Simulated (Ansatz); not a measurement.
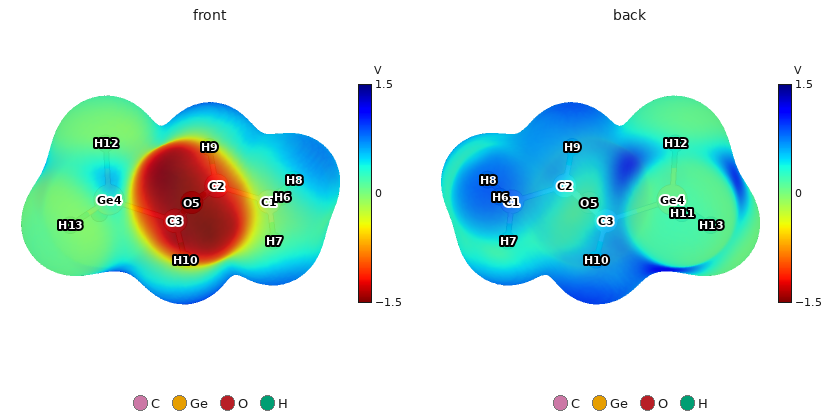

*C3H8GeO. The electrostatic potential painted on the density surface at 0.002 e/bohr³, seen from the front and from behind; the colour scale runs from red (negative) to blue (positive).*

Geometry: PBE0-D3(BJ)/def2-SVP.

The calculation used isolated molecule in a Gaussian basis; Kohn-Sham density functional theory, functional PBE0 (Ansatz 0.2.0).

| atom | x (Å) | y (Å) | z (Å) |
| --- | --- | --- | --- |
| C | -1.7637 | 0.4382 | 2.7902 |
| C | -1.0829 | -0.7972 | 2.2836 |
| C | -1.7162 | -1.6944 | 1.3052 |
| Ge | -1.2507 | -3.5898 | 1.1910 |
| O | -0.6803 | -0.7915 | 0.9325 |
| H | -2.2981 | 0.2314 | 3.7302 |
| H | -2.4838 | 0.8146 | 2.0495 |
| H | -1.0268 | 1.2320 | 2.9874 |
| H | -0.3421 | -1.2386 | 2.9680 |
| H | -2.7151 | -1.4013 | 0.9470 |
| H | -2.3368 | -4.4491 | 1.8669 |
| H | 0.0974 | -3.7971 | 1.9020 |
| H | -1.1249 | -4.0037 | -0.2852 |

Where is the surface potential most negative and most positive?

The most negative region (about −1.4 V) lies over O5, the most positive (about +1.1 V) over Ge4. O5 is the likeliest acceptor of a hydrogen bond.
